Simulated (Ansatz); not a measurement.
# BH₅SSi: one molecule under many settings

How do the results and run time of BH₅SSi respond when the settings are drawn wide?

The runs use Ansatz 0.2.0, Gaussian basis; the settings change from run to run.

**1. The geometry**

An earlier PBE0-D4 in a triple-zeta def2 set relaxation fixed the geometry.

SMILES `BS[SiH3]`, 8 atoms, charge 0, spin multiplicity 1.

Atoms are counted from 1 here; the program's logs count them from 0.

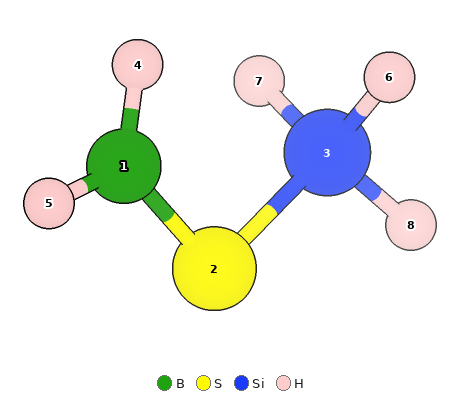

The structure; boron green, sulfur yellow, silicon blue, hydrogen pink; atoms are numbered from 1 in the order of the file.

**2. revPBE0/def2-SVPD**

Set apart from the defaults: a point charge of -1.00 e beside it.

in.yaml

```yaml
crystal:
  periodic: [false, false, false]
  atoms:
    - {symbol: B, position_ang: [-1.172615, 1.088331, -0.564450]}
    - {symbol: S, position_ang: [-1.243134, -0.439550, 0.335900]}
    - {symbol: Si, position_ang: [0.862860, -0.886042, 0.447332]}
    - {symbol: H, position_ang: [-0.130785, 1.557125, -0.913422]}
    - {symbol: H, position_ang: [-2.211502, 1.621919, -0.803137]}
    - {symbol: H, position_ang: [1.570266, 0.196698, 1.171734]}
    - {symbol: H, position_ang: [1.420685, -1.031522, -0.918390]}
    - {symbol: H, position_ang: [0.996322, -2.163958, 1.188635]}
basis:
  gaussian: {orbitals: def2-SVPD, point_charges: [{charge: -1.00, position_ang: [5.440, 0.026, 0.710]}]}
hamiltonian: {xc: {name: revPBE0}}
output: {forces: true}
```

The run is started by

```console
$ ansatz run in.yaml --threads 2 --pin off --events-out ev --progress --plain --max-ram 4352MiB
```

Standard output (excerpt; [...] marks lines left out):

```text
Functional definition: revPBE0
  name "revPBE0"
  cite "Zhang & Yang, Phys. Rev. Lett. 80, 890 (1998) doi:10.1103/PhysRevLett.80.890"
  cite "Adamo & Barone, J. Chem. Phys. 110, 6158 (1999) doi:10.1063/1.478522"
  cite "Perdew, Burke & Ernzerhof, Phys. Rev. Lett. 77, 3865 (1996) doi:10.1103/PhysRevLett.77.3865"
[...]
1070 factors; integrals over basis functions are off by at most 1.1e-3 eV
[...]
mean field -19461.99795143 eV, -715.2152328989 hartree, gradient 4.4e-5 eV, S^2 0.000000; 0 other end points of the search recorded, 0 dependent functions left out
[...]
reference -19461.99800050 eV, -715.2152347023 hartree; 20, 20 occupied and 91, 91 virtual orbitals, 1070 factors
Total energy: -19461.99800050 eV, -715.2152347023 hartree
Atom 0 at    -1.172615     1.088331    -0.564450 Å, force     0.018994    -0.029554     0.024080 eV/Å
Atom 1 at    -1.243134    -0.439550     0.335900 Å, force    -0.602141    -0.079293     0.051557 eV/Å
Atom 2 at     0.862860    -0.886042     0.447332 Å, force     1.084806    -0.021625     0.115189 eV/Å
Atom 3 at    -0.130785     1.557125    -0.913422 Å, force     0.204107     0.103780    -0.080556 eV/Å
Atom 4 at    -2.211502     1.621919    -0.803137 Å, force    -0.307792     0.169906    -0.078045 eV/Å
Atom 5 at     1.570266     0.196698     1.171734 Å, force    -0.074418     0.079853     0.053139 eV/Å
Atom 6 at     1.420685    -1.031522    -0.918390 Å, force    -0.092296    -0.038288    -0.144021 eV/Å
Atom 7 at     0.996322    -2.163958     1.188635 Å, force    -0.120084    -0.155108     0.062825 eV/Å
Dipole moment:     0.533157    -0.048318     0.049333 e Å
```

Wall time 2.2 s (2 threads of Arm Neoverse V1, shared host).

Largest force 1.091 eV/Å, dipole 2.58 D.

**3. HSE06/def2-SVPD**

Changes to in.yaml since step 2:

```diff
@@ -12,4 +12,3 @@
 basis:
-  gaussian: {orbitals: def2-SVPD, point_charges: [{charge: -1.00, position_ang: [5.440, 0.026, 0.710]}]}
-hamiltonian: {xc: {name: revPBE0}}
-output: {forces: true}
+  gaussian: {orbitals: def2-SVPD}
+hamiltonian: {xc: {name: HSE06}}
```

Launched as before.

Standard output (excerpt; [...] marks lines left out):

```text
Functional definition: HSE06
  name "HSE06"
  cite "Heyd, Scuseria & Ernzerhof, J. Chem. Phys. 118, 8207 (2003) doi:10.1063/1.1564060"
  cite "Krukau, Vydrov, Izmaylov & Scuseria, J. Chem. Phys. 125, 224106 (2006) doi:10.1063/1.2404663"
  cite "Heyd & Scuseria, J. Chem. Phys. 120, 7274 (2004) doi:10.1063/1.1668634"
  cite "Ernzerhof & Perdew, J. Chem. Phys. 109, 3313 (1998) doi:10.1063/1.476928"
  cite "Perdew, Burke & Ernzerhof, Phys. Rev. Lett. 77, 3865 (1996) doi:10.1103/PhysRevLett.77.3865"
  parent pbe
[...]
  # The whole range is PBE's own exchange, as in plane waves. The composition of these papers is wPBEh.
[...]
999 factors; their error is unknown
154 factors; integrals over basis functions are off by at most 7.9e-7 eV
[...]
mean field -19456.50364010 eV, -715.0133206819 hartree, gradient 1.4e-5 eV, S^2 0.000000; 0 other end points of the search recorded, 0 dependent functions left out
reference -19456.50369266 eV, -715.0133226135 hartree; 20, 20 occupied and 91, 91 virtual orbitals, 999 factors
Total energy: -19456.50369266 eV, -715.0133226135 hartree
```

It took 1.8 s on 2 threads of Arm Neoverse V1, shared host.

**4. B2GP-PLYP/pcseg-2**

Set apart from the defaults: high accuracy.

Changes to in.yaml since step 3:

```diff
@@ -12,3 +12,4 @@
 basis:
-  gaussian: {orbitals: def2-SVPD}
-hamiltonian: {xc: {name: HSE06}}
+  gaussian: {orbitals: pcseg-2}
+hamiltonian: {xc: {name: B2GP-PLYP}}
+accuracy: high
```

Launched as before.

Standard output (excerpt; [...] marks lines left out):

```text
Functional definition: B2GP-PLYP
  name "B2GP-PLYP"
  cite "Karton, Tarnopolsky, Lamère, Schatz & Martin, J. Phys. Chem. A 112, 12868 (2008) doi:10.1021/jp801805p"
  cite "Becke, Phys. Rev. A 38, 3098 (1988) doi:10.1103/PhysRevA.38.3098"
  cite "Lee, Yang & Parr, Phys. Rev. B 37, 785 (1988) doi:10.1103/PhysRevB.37.785"
[...]
3012 factors; integrals over basis functions are off by at most 1.1e-8 eV
[...]
mean field -19457.68314479 eV, -715.0566666797 hartree, gradient 7.9e-8 eV, S^2 0.000000; 0 other end points of the search recorded, 0 dependent functions left out
11 core orbitals not correlated: weight in the atoms' cores, before any rotation towards them, 1.000 or more for the frozen orbitals, at most 0.000 for the correlated occupied ones
reference -19457.68316485 eV, -715.0566674168 hartree; 9, 9 occupied and 148, 148 virtual orbitals, 3012 factors
second order -12.51286536 eV of doubles, -0.00000000 eV of singles
Total energy: -19462.18779638 eV, -715.2222095722 hartree
```

Wall time 14 s (2 threads of Arm Neoverse V1, shared host); peak memory 0.73 GiB.

**5. PBE0-DH/def2-TZVPD**

This run has multiplicity 3, a point charge of 1.00 e beside it.

Changes to in.yaml since step 4:

```diff
@@ -12,4 +12,4 @@
 basis:
-  gaussian: {orbitals: pcseg-2}
-hamiltonian: {xc: {name: B2GP-PLYP}}
-accuracy: high
+  gaussian: {orbitals: def2-TZVPD, point_charges: [{charge: 1.00, position_ang: [6.326, -0.003, -0.661]}]}
+magnetization: {spin_polarized: true, initial_magnetization: 2}
+hamiltonian: {xc: {name: PBE0-DH}}
```

Same command.

Standard output (excerpt; [...] marks lines left out):

```text
Functional definition: PBE0-DH
  name "PBE0-DH"
  cite "Brémond & Adamo, J. Chem. Phys. 135, 024106 (2011) doi:10.1063/1.3604569"
  cite "Perdew, Burke & Ernzerhof, Phys. Rev. Lett. 77, 3865 (1996) doi:10.1103/PhysRevLett.77.3865"
[...]
1155 factors; integrals over basis functions are off by at most 9.1e-4 eV
[...]
mean field -19456.80523280 eV, -715.0244040090 hartree, gradient 5.2e-6 eV, S^2 2.013784; 5 other end points of the search recorded, 0 dependent functions left out
11 core orbitals not correlated: weight in the atoms' cores, before any rotation towards them, 1.000 or more for the frozen orbitals, at most 0.000 for the correlated occupied ones
reference -19456.80526047 eV, -715.0244050259 hartree; 10, 8 occupied and 150, 152 virtual orbitals, 1155 factors
second order -12.75289818 eV of doubles, -0.00000000 eV of singles
Total energy: -19458.39937274 eV, -715.0829875714 hartree
```

Wall time 15 s (2 threads of Arm Neoverse V1, shared host); peak memory 0.48 GiB.

⟨S²⟩ 2.014.

**6. wB97/def2-mTZVP**

Options: density fitting with cc-pVTZ-jkfit, the search for lower states set to light.

Changes to in.yaml since step 5:

```diff
@@ -12,4 +12,4 @@
 basis:
-  gaussian: {orbitals: def2-TZVPD, point_charges: [{charge: 1.00, position_ang: [6.326, -0.003, -0.661]}]}
-magnetization: {spin_polarized: true, initial_magnetization: 2}
-hamiltonian: {xc: {name: PBE0-DH}}
+  gaussian: {orbitals: def2-mTZVP, fitting: {mean_field: cc-pVTZ-jkfit}}
+hamiltonian: {xc: {name: wB97}}
+scf: {lower_state_search: light}
```

Same command.

Standard output (excerpt; [...] marks lines left out):

```text
Functional definition: wB97
  name "wB97"
  cite "Chai & Head-Gordon, J. Chem. Phys. 128, 084106 (2008) doi:10.1063/1.2834918"
  cite "Becke, J. Chem. Phys. 107, 8554 (1997) doi:10.1063/1.475007"
[...]
  # The coefficients of nought are those of the uniform gas.
[...]
      + integral(e_c_pw_opposite_spin*poly(b97_u_opposite, 1, cos1, cos2, cos3, cos4))
471 factors; integrals over basis functions are off by at most 2.8e-1 eV
471 factors; integrals over basis functions are off by at most 7.8e-6 eV
[...]
mean field -19471.11396967 eV, -715.5502403902 hartree, gradient 2.5e-5 eV, S^2 0.000000; 0 other end points of the search recorded, 0 dependent functions left out
reference -19471.11395828 eV, -715.5502399717 hartree; 20, 20 occupied and 58, 58 virtual orbitals, 471 factors
Total energy: -19471.11395828 eV, -715.5502399717 hartree
```

It took 2.4 s on 2 threads of Arm Neoverse V1, shared host.

**7. r2SCANh/pcseg-2**

Options: charge +1, multiplicity 2, atoms shaken by 0.03 Å, density fitting with def2-universal-jkfit, the search for lower states set to light.

in.yaml

```yaml
crystal:
  periodic: [false, false, false]
  atoms:
    - {symbol: B, position_ang: [-1.186084, 1.130327, -0.591809]}
    - {symbol: S, position_ang: [-1.260075, -0.431624, 0.305151]}
    - {symbol: Si, position_ang: [0.855176, -0.886934, 0.471133]}
    - {symbol: H, position_ang: [-0.104479, 1.576245, -0.944696]}
    - {symbol: H, position_ang: [-2.209707, 1.590325, -0.776842]}
    - {symbol: H, position_ang: [1.566627, 0.200706, 1.125446]}
    - {symbol: H, position_ang: [1.433396, -1.075341, -0.908848]}
    - {symbol: H, position_ang: [1.020911, -2.156171, 1.155957]}
basis:
  gaussian: {orbitals: pcseg-2, fitting: {mean_field: def2-universal-jkfit}}
total_charge: 1
magnetization: {spin_polarized: true, initial_magnetization: 1}
hamiltonian: {xc: {name: r2SCANh}}
scf: {lower_state_search: light}
```

The command is unchanged.

Standard output (excerpt; [...] marks lines left out):

```text
Functional definition: r2SCANh
  name "r2SCANh"
  cite "Bursch, Neugebauer, Ehlert & Grimme, J. Chem. Phys. 156, 134105 (2022) doi:10.1063/5.0086040"
  cite "Furness, Kaplan, Ning, Perdew & Sun, J. Phys. Chem. Lett. 11, 8208 (2020) doi:10.1021/acs.jpclett.0c02405"
  cite "Furness, Kaplan, Ning, Perdew & Sun, J. Phys. Chem. Lett. 11, 9248 (2020) doi:10.1021/acs.jpclett.0c03077"
  parent r2scan
[...]
421 factors; integrals over basis functions are off by at most 1.2e0 eV
[...]
mean field -19460.05940388 eV, -715.1439925906 hartree, gradient 1.9e-5 eV, S^2 0.759312; 3 other end points of the search recorded, 0 dependent functions left out
reference -19460.05942345 eV, -715.1439933098 hartree; 20, 19 occupied and 148, 149 virtual orbitals, 421 factors
Total energy: -19460.05942345 eV, -715.1439933098 hartree
```

Run time: 11 s. Hardware: 2 threads of Arm Neoverse V1, shared host; peak memory 0.29 GiB.

⟨S²⟩ 0.759.

**8. rPW86-PBE/cc-pVDZ**

Set apart from the defaults: multiplicity 3, atoms shaken by 0.15 Å.

in.yaml

```yaml
crystal:
  periodic: [false, false, false]
  atoms:
    - {symbol: B, position_ang: [-1.127850, 1.136692, -0.343734]}
    - {symbol: S, position_ang: [-1.169314, -0.255825, 0.310693]}
    - {symbol: Si, position_ang: [0.816572, -0.809829, 0.414993]}
    - {symbol: H, position_ang: [-0.301082, 1.737402, -0.740676]}
    - {symbol: H, position_ang: [-2.219313, 1.526288, -0.598210]}
    - {symbol: H, position_ang: [1.515385, 0.172523, 1.334171]}
    - {symbol: H, position_ang: [1.353846, -1.051997, -0.994581]}
    - {symbol: H, position_ang: [1.117930, -2.147128, 1.320084]}
basis:
  gaussian: {orbitals: cc-pVDZ}
magnetization: {spin_polarized: true, initial_magnetization: 2}
hamiltonian: {xc: {name: rPW86-PBE}}
output: {forces: true}
```

Launched as before.

Standard output (excerpt; [...] marks lines left out):

```text
Functional definition: rPW86-PBE
  name "rPW86-PBE"
  cite "Murray, Lee & Langreth, J. Chem. Theory Comput. 5, 2754 (2009) doi:10.1021/ct900365q"
  cite "Perdew, Burke & Ernzerhof, Phys. Rev. Lett. 77, 3865 (1996) doi:10.1103/PhysRevLett.77.3865"
  parent pbe
[...]
933 factors; their error is unknown
[...]
mean field -19484.63770105 eV, -716.0472283520 hartree, gradient 1.5e-5 eV, S^2 2.003377; 6 other end points of the search recorded, 0 dependent functions left out
[...]
reference -19484.63780381 eV, -716.0472321283 hartree; 21, 19 occupied and 54, 56 virtual orbitals, 933 factors
Total energy: -19484.63780381 eV, -716.0472321283 hartree
Atom 0 at    -1.127850     1.136692    -0.343734 Å, force    -1.690766     6.250077    -2.433412 eV/Å
Atom 1 at    -1.169314    -0.255825     0.310693 Å, force    -1.665790    -8.549027     5.047358 eV/Å
Atom 2 at     0.816572    -0.809829     0.414993 Å, force     2.721905    -3.029368     0.946480 eV/Å
Atom 3 at    -0.301082     1.737402    -0.740676 Å, force     2.511499     2.554363    -1.283725 eV/Å
Atom 4 at    -2.219313     1.526288    -0.598210 Å, force    -1.183591     0.836088    -1.048068 eV/Å
Atom 5 at     1.515385     0.172523     1.334171 Å, force    -0.088685     0.420205    -0.516744 eV/Å
Atom 6 at     1.353846    -1.051997    -0.994581 Å, force     0.123626     0.392950     0.379089 eV/Å
Atom 7 at     1.117930    -2.147128     1.320084 Å, force    -0.728197     1.124712    -1.090979 eV/Å
Dipole moment:     0.117467    -0.202059     0.016455 e Å
```

It took 8.5 s on 2 threads of Arm Neoverse V1, shared host.

Largest force 10.067 eV/Å, dipole 1.13 D, ⟨S²⟩ 2.003.

**9. B97/def2-SVPD**

Set apart from the defaults: multiplicity 3, atoms shaken by 0.03 Å.

in.yaml

```yaml
crystal:
  periodic: [false, false, false]
  atoms:
    - {symbol: B, position_ang: [-1.228454, 1.076332, -0.549130]}
    - {symbol: S, position_ang: [-1.235891, -0.415397, 0.256147]}
    - {symbol: Si, position_ang: [0.907968, -0.920911, 0.429696]}
    - {symbol: H, position_ang: [-0.105237, 1.560486, -0.940880]}
    - {symbol: H, position_ang: [-2.228713, 1.575853, -0.781098]}
    - {symbol: H, position_ang: [1.634104, 0.173559, 1.176928]}
    - {symbol: H, position_ang: [1.414618, -1.041034, -0.883360]}
    - {symbol: H, position_ang: [1.009586, -2.159812, 1.205026]}
basis:
  gaussian: {orbitals: def2-SVPD}
magnetization: {spin_polarized: true, initial_magnetization: 2}
hamiltonian: {xc: {name: B97}}
output: {forces: true}
```

Same command.

Standard output (excerpt; [...] marks lines left out):

```text
Functional definition: B97
  name "B97"
  cite "Becke, J. Chem. Phys. 107, 8554 (1997) doi:10.1063/1.475007"
[...]
      + integral(e_c_pw_opposite_spin*poly(b97_u_opposite, cos0, cos1, cos2))
991 factors; their error is unknown
[...]
mean field -19457.45749394 eV, -715.0483741641 hartree, gradient 2.0e-5 eV, S^2 2.005064; 5 other end points of the search recorded, 0 dependent functions left out
[...]
reference -19457.45752953 eV, -715.0483754717 hartree; 21, 19 occupied and 90, 92 virtual orbitals, 991 factors
Total energy: -19457.45752953 eV, -715.0483754717 hartree
Atom 0 at    -1.228454     1.076332    -0.549130 Å, force     1.707934     2.989020    -1.281490 eV/Å
Atom 1 at    -1.235891    -0.415397     0.256147 Å, force     0.810972    -4.061129     1.166802 eV/Å
Atom 2 at     0.907968    -0.920911     0.429696 Å, force    -0.426664     0.851341     2.402098 eV/Å
Atom 3 at    -0.105237     1.560486    -0.940880 Å, force    -0.786095    -0.509421    -0.251787 eV/Å
Atom 4 at    -2.228713     1.575853    -0.781098 Å, force    -1.402412     1.395737    -0.265553 eV/Å
Atom 5 at     1.634104     0.173559     1.176928 Å, force    -0.165301    -0.158073    -0.276065 eV/Å
Atom 6 at     1.414618    -1.041034    -0.883360 Å, force     0.345557    -0.103343    -1.608710 eV/Å
Atom 7 at     1.009586    -2.159812     1.205026 Å, force    -0.083990    -0.404132     0.114706 eV/Å
Dipole moment:     0.401192    -0.420632     0.204723 e Å
```

Wall time 30 s (2 threads of Arm Neoverse V1, shared host); peak memory 0.46 GiB.

Largest force 4.303 eV/Å, dipole 2.96 D, ⟨S²⟩ 2.005.

**10. CAM-B3LYP/cc-pVDZ**

Options: charge +1, multiplicity 2, restricted open-shell orbitals, atoms shaken by 0.08 Å, D3(BJ) with three-body dispersion, the search for lower states set to full.

in.yaml

```yaml
crystal:
  periodic: [false, false, false]
  atoms:
    - {symbol: B, position_ang: [-1.267948, 1.168277, -0.578698]}
    - {symbol: S, position_ang: [-1.343616, -0.409017, 0.233410]}
    - {symbol: Si, position_ang: [0.827670, -0.845065, 0.369354]}
    - {symbol: H, position_ang: [0.120650, 1.517134, -0.919790]}
    - {symbol: H, position_ang: [-2.165415, 1.662051, -0.923452]}
    - {symbol: H, position_ang: [1.457597, 0.263774, 1.024206]}
    - {symbol: H, position_ang: [1.414140, -1.187742, -0.776481]}
    - {symbol: H, position_ang: [1.049577, -2.142541, 1.294119]}
basis:
  gaussian: {orbitals: cc-pVDZ}
total_charge: 1
magnetization: {spin_polarized: false, initial_magnetization: 1}
hamiltonian: {xc: {name: CAM-B3LYP}, dispersion: d3bjatm}
scf: {lower_state_search: full}
output: {forces: true}
```

Same command.

Standard output (excerpt; [...] marks lines left out):

```text
Functional definition: CAM-B3LYP
  name "CAM-B3LYP"
  cite "Yanai, Tew & Handy, Chem. Phys. Lett. 393, 51 (2004) doi:10.1016/j.cplett.2004.06.011"
  cite "Iikura, Tsuneda, Yanai & Hirao, J. Chem. Phys. 115, 3540 (2001) doi:10.1063/1.1383587"
  cite "Becke, Phys. Rev. A 38, 3098 (1988) doi:10.1103/PhysRevA.38.3098"
  cite "Lee, Yang & Parr, Phys. Rev. B 37, 785 (1988) doi:10.1103/PhysRevB.37.785"
  cite "Vosko, Wilk & Nusair, Can. J. Phys. 58, 1200 (1980) doi:10.1139/p80-159"
[...]
  # Exact exchange under (alpha + beta erf(omega r))/r, Becke's under what is left of 1/r.
[...]
720 factors; integrals over basis functions are off by at most 1.1e-3 eV
267 factors; integrals over basis functions are off by at most 1.5e-5 eV
[...]
mean field -19459.22243809 eV, -715.1132346650 hartree, gradient 5.8e-7 eV, S^2 0.750000; 9 other end points of the search recorded, 0 dependent functions left out
[...]
reference -19459.22255895 eV, -715.1132391067 hartree; 20, 19 occupied and 55, 56 virtual orbitals, 720 factors
Total energy: -19459.37743535 eV, -715.1189307094 hartree
Atom 0 at    -1.267948     1.168277    -0.578698 Å, force     6.184348     0.065382    -0.944983 eV/Å
Atom 1 at    -1.343616    -0.409017     0.233410 Å, force    -0.338767    -1.128215     1.443907 eV/Å
Atom 2 at     0.827670    -0.845065     0.369354 Å, force    -0.039187    -2.587063     4.032832 eV/Å
Atom 3 at     0.120650     1.517134    -0.919790 Å, force    -3.150674    -0.191343     1.084549 eV/Å
Atom 4 at    -2.165415     1.662051    -0.923452 Å, force    -3.039133     1.814063    -1.345951 eV/Å
Atom 5 at     1.457597     0.263774     1.024206 Å, force    -0.080799     1.236984     0.388489 eV/Å
Atom 6 at     1.414140    -1.187742    -0.776481 Å, force     1.262703    -0.596922    -3.791809 eV/Å
Atom 7 at     1.049577    -2.142541     1.294119 Å, force    -0.798492     1.387115    -0.867034 eV/Å
Dipole moment:    -0.077442     0.222092    -0.168376 e Å
```

Run time: 13 s. Hardware: 2 threads of Arm Neoverse V1, shared host.

Largest force 6.256 eV/Å.

**11. All runs side by side**

| level | charge | multiplicity | geometry | functions | energy (eV) | time |
| --- | --- | --- | --- | --- | --- | --- |
| revPBE0/def2-SVPD | 0 | 1 | relaxed, point charge | 111 | -19461.998 | 2.2 s |
| HSE06/def2-SVPD | 0 | 1 | relaxed | 111 | -19456.504 | 1.8 s |
| B2GP-PLYP/pcseg-2 | 0 | 1 | relaxed | 168 | -19462.188 | 14 s |
| PBE0-DH/def2-TZVPD | 0 | 3 | relaxed, point charge | 171 | -19458.399 | 15 s |
| wB97/def2-mTZVP | 0 | 1 | relaxed | 78 | -19471.114 | 2.4 s |
| r2SCANh/pcseg-2 | 1 | 2 | shaken | 168 | -19460.059 | 11 s |
| rPW86-PBE/cc-pVDZ | 0 | 3 | shaken | 75 | -19484.638 | 8.5 s |
| B97/def2-SVPD | 0 | 3 | shaken | 111 | -19457.458 | 30 s |
| CAM-B3LYP/cc-pVDZ | 1 | 2 | shaken | 75 | -19459.377 | 13 s |

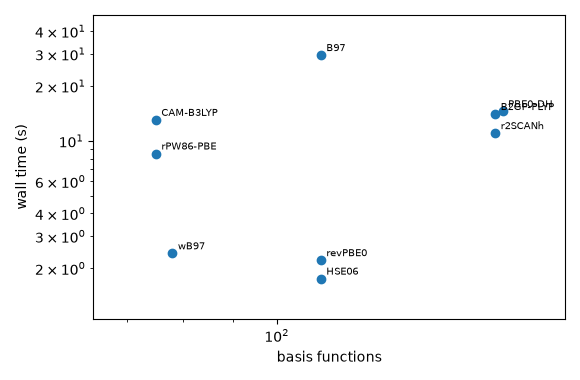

Wall time against the number of basis functions (shared host).

**12. Summary of results**

| quantity | value |
| --- | --- |
| runs | 9 |
| quickest | HSE06/def2-SVPD, 1.8 s |
| slowest | B97/def2-SVPD, 30 s |
| spread of total energies, same state and geometry | 14.6 eV |

What this shows: Run time spans a factor of 17, from HSE06/def2-SVPD to B97/def2-SVPD. The jobs differ in tasks and options as well as level. Total energies at one charge and spin differ by 15 eV between levels, so only differences within one level mean anything.
